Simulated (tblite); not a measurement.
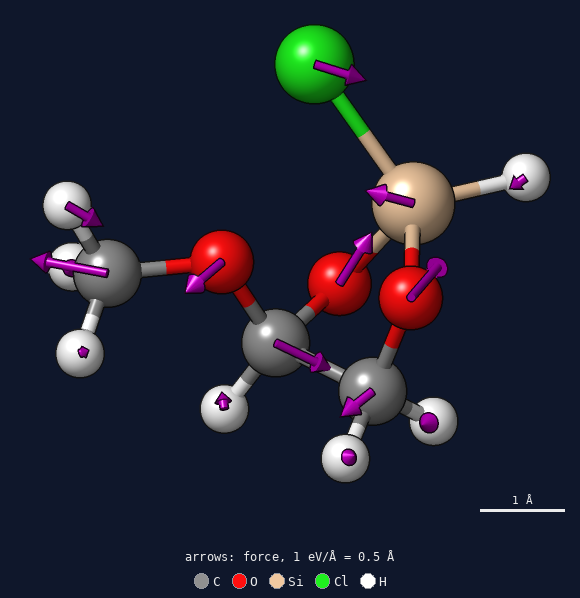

Starting geometry of C₃H₇ClO₃Si with the computed forces as purple arrows. A ball-and-stick model, seen face on.

Computed with GFN2-xTB geometry optimisation, gas phase (tblite 0.8.0). 

### What follows when this structure is relaxed?

It isn't relaxed: the largest force vector, on an O atom, is 2.37 eV/Å. The final displacements follow the starting forces only in part (cosine between the two patterns 0.36). The atom that moves furthest after the best rigid fit is an H atom (1.31 Å). By element the largest moves are H 1.31 Å, Cl 1.18 Å, O 0.95 Å, C 0.36 Å, Si 0.23 Å. Among the contacts that change: O–Si 2.459 → 3.369 Å, O–Si 1.743 → 1.639 Å, Cl–Si 2.083 → 1.981 Å, C–H 1.120 → 1.087 Å. Bond angles that change, for instance: C–O–Si 96.8° → 112.3°, C–O–Si 98.8° → 112.0°, C–C–O 97.8° → 107.8°. Groups turn about C–C by about 60°, C–O by about 55°, C–O by about 45°. After 129 geometry steps the energy has fallen by 151.4 kJ/mol. The run took 1.7 s on 1 thread of Arm Neoverse N1 (shared host).
